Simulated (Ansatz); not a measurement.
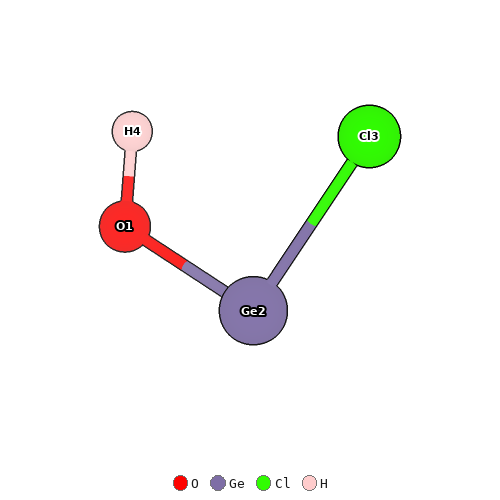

The system is ClGeHO, SMILES [OH][Ge][Cl]; the picture shows the reference structure. The first coordinate is: bond length O1–Ge2; the second: bond length Ge2–Cl3. Nothing is relaxed (all other coordinates rigid). The scan uses a 13 × 13 grid. Energies: kcal/mol, counted from the relaxed molecule at the same level. The reference is spin-restricted, which grows unreliable where a bond is stretched far. These are results of RKS PBE0-D4/def2-TZVP in Ansatz 0.2.0, not measurements.

Its coordinates:

```yaml
atoms:
  - { symbol: O, position_ang: [-0.8609, 0.5768, -0.4738] }
  - { symbol: Ge, position_ang: [-0.6039, -0.6223, 0.8047] }
  - { symbol: Cl, position_ang: [1.5854, -0.8603, 0.5944] }
  - { symbol: H, position_ang: [-0.0650, 0.8456, -0.9455] }
```

Range: bond length O1–Ge2 from 1.488 to 2.303 Å; bond length Ge2–Cl3 from 1.814 to 3.318 Å.

What landscape does the calculation give?

Answer. The lowest grid point is at bond length O1–Ge2 = 1.760 Å, bond length Ge2–Cl3 = 2.190 Å, 0.12 kcal/mol from the relaxed molecule at the same level. No other kind of well shows on this grid. The highest grid point, bond length O1–Ge2 = 2.303 Å, bond length Ge2–Cl3 = 3.318 Å, lies 97 kcal/mol above the lowest. Round the minimum the two coordinates are weakly coupled (coupling 0.09 in units of the two stiffnesses).

| bond length Ge2–Cl3 ↓, bond length O1–Ge2 → | 1.488 | 1.556 | 1.624 | 1.692 | 1.760 | 1.828 | 1.896 | 1.963 | 2.031 | 2.099 | 2.167 | 2.235 | 2.303 |
| --- | --- | --- | --- | --- | --- | --- | --- | --- | --- | --- | --- | --- | --- |
| 3.318 | 86 | 67 | 57 | 52 | 51 | 54 | 58 | 63 | 69 | 76 | 83 | 90 | 97 |
| 3.193 | 80 | 61 | 51 | 46 | 45 | 47 | 52 | 57 | 63 | 70 | 77 | 84 | 91 |
| 3.068 | 74 | 55 | 44 | 40 | 39 | 41 | 45 | 50 | 56 | 63 | 70 | 77 | 84 |
| 2.942 | 67 | 49 | 38 | 33 | 32 | 34 | 38 | 43 | 49 | 56 | 63 | 70 | 76 |
| 2.817 | 61 | 42 | 31 | 26 | 25 | 27 | 31 | 36 | 42 | 48 | 55 | 62 | 69 |
| 2.692 | 55 | 36 | 25 | 19 | 18 | 20 | 23 | 28 | 34 | 41 | 47 | 54 | 61 |
| 2.566 | 49 | 30 | 18 | 13 | 11 | 13 | 16 | 21 | 27 | 33 | 39 | 46 | 53 |
| 2.441 | 44 | 24 | 13 | 7 | 6 | 7 | 10 | 15 | 20 | 26 | 32 | 39 | 45 |
| 2.315 | 41 | 21 | 9 | 3 | 1 | 2 | 5 | 10 | 15 | 21 | 27 | 33 | 39 |
| 2.190 | 41 | 21 | 9 | 2 | 0 | 1 | 4 | 8 | 13 | 18 | 24 | 30 | 36 |
| 2.065 | 47 | 26 | 13 | 7 | 4 | 4 | 7 | 11 | 16 | 21 | 26 | 32 | 38 |
| 1.939 | 62 | 40 | 27 | 20 | 17 | 17 | 19 | 22 | 27 | 32 | 37 | 43 | 49 |
| 1.814 | 91 | 69 | 55 | 48 | 44 | 44 | 45 | 48 | 53 | 57 | 62 | 68 | 73 |

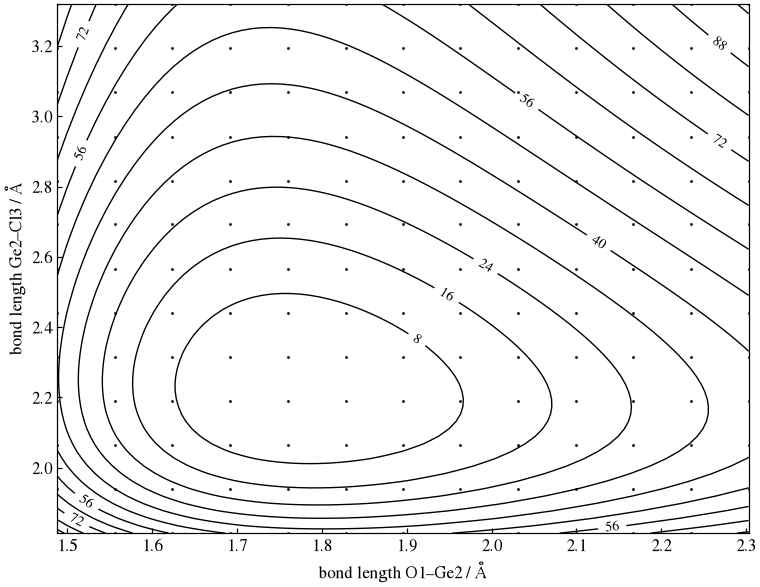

In the figure: contour lines labelled in kcal/mol, dots at the grid points. Between grid points the surface is interpolated.

Time for the 169 points that were run: 11 min on 1 thread of Arm Neoverse V1, on a shared host.
